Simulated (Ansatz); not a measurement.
```xyz
10

Cl    1.7235    0.3439   -1.5326
F    -0.5124   -2.1986    1.0783
F    -1.2426    0.3133    0.5170
O     1.1070   -0.1162    1.4653
Si   -0.5898   -0.6864    1.5850
Si    1.7859    1.1807    0.3076
H    -1.0439   -0.5261    2.9757
H     1.7923   -0.6850    1.8879
H     3.1537    1.2957    0.8772
H     0.8213    2.2874    0.5175
```

Geometry: PBE-D3(BJ)/def2-SVP.

All numbers below come from Ansatz, isolated molecule in a Gaussian basis; Kohn-Sham density functional theory, functional PBE0.

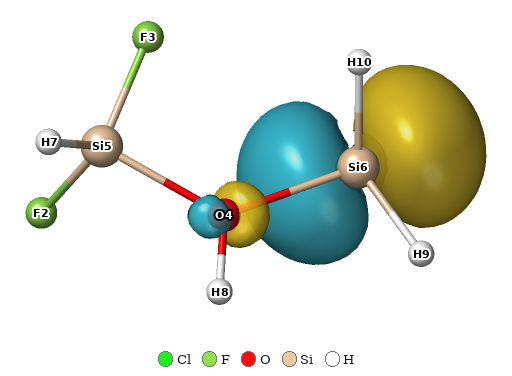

ClF2H4OSi2 (SMILES F[SiH](F)[OH+][SiH2]Cl) (charge +1). The HOMO−1 at ±0.15 Å⁻³ᐟ² (yellow and cyan are the two phases), seen at an oblique angle.

**Describe this orbital and give its energy.**

Its weight (Hirshfeld) is mainly on Cl1 (about 85 %); largely a lone pair of Cl1. Its energy is −14.49 eV.
